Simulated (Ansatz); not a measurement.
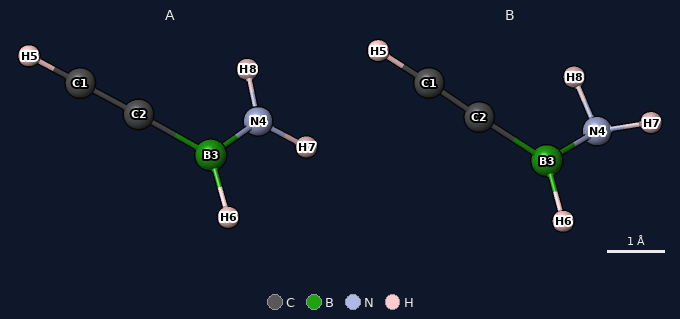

Two geometries of C2H4BN (coarse preliminary run), drawn at one scale. One is the start of a relaxation, the other its converged end. A ball-and-stick model, seen at a tilt.

These are results of RKS PBE-D4/def2-SVP (Ansatz 0.2.0), not measurements. Settings: force threshold 0.03 eV/Å; at most 200 steps.

### Which geometry has the lower energy?

Structure A is the relaxed one. The start comes from a force field. Over 7 geometry steps the energy falls by 0.977 eV. The largest force component goes from 8 to 0.013 eV/Å. The atom that moves furthest after the best rigid fit is H7 (0.63 Å). Largest moves by element: H 0.63 Å, N 0.27 Å, B 0.16 Å, C 0.15 Å. Some distances before and after: B3–N4 1.478 → 1.401 Å, C1–C2 1.154 → 1.230 Å, N4–H8 1.067 → 1.021 Å, C1–H5 1.116 → 1.082 Å. Bond angles that change, for instance: B3–N4–H8 106.2° → 123.3°, B3–N4–H7 112.5° → 122.7°, H7–N4–H8 107.7° → 114.0°. Cost: 9.5 s on 2 threads of Arm Neoverse V1, on a shared host.
